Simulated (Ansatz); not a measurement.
Mo3S4 (space group R-3)

Space group R-3, hexagonal axes (No. 148); a = 9.1342 Å, b = 9.1342 Å, c = 10.8508 Å, α = 90.00°, β = 90.00°, γ = 120.00°

```tsv
atom	site	symmetry	x	y	z
Mo	18f	1	0.0161	0.1783	0.3897
S	18f	1	0.0162	0.3800	0.2483
S	6c	3.	0.0000	0.0000	0.2206
```
(The calculation used a cell of 14 atoms; values per cell refer to that cell.)

This relaxed cell (volume V₀) is scaled evenly in all directions, its shape held. The atoms relax within the cell's symmetry.

Level of theory: PBEsol (plane waves to 420 eV, PAW, scalar-relativistic; Ansatz, a quantum-chemistry and plane-wave program). k mesh 6×6×6 (Γ-centred), Fermi-Dirac smearing 0.05 eV. The energy includes the smearing's −TS. The points do not follow one Birch-Murnaghan curve well, so no fit is quoted. At this level the bands of Mo3S4 touch or barely overlap. Mo3S4 is run without spin polarisation. Mo3S4 was relaxed with its symmetry unable to fall. The zero of ΔE is the relaxed starting cell.

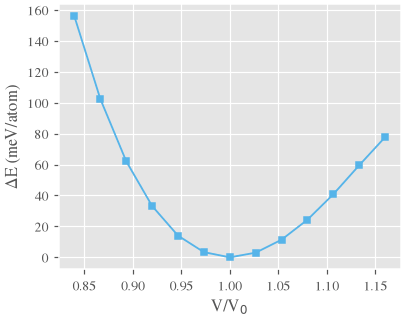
*ΔE (meV/atom) against V/V₀; one marker a computed point.*

### Question
What is ΔE at V/V₀ = 1.160?

### Answer
About 78 meV/atom.

### Question
What is ΔE at V/V₀ = 0.840?

### Answer
About 160 meV/atom.

(Under strain, the slope of the energy per volume gives the stress and its curvature an elastic modulus.)
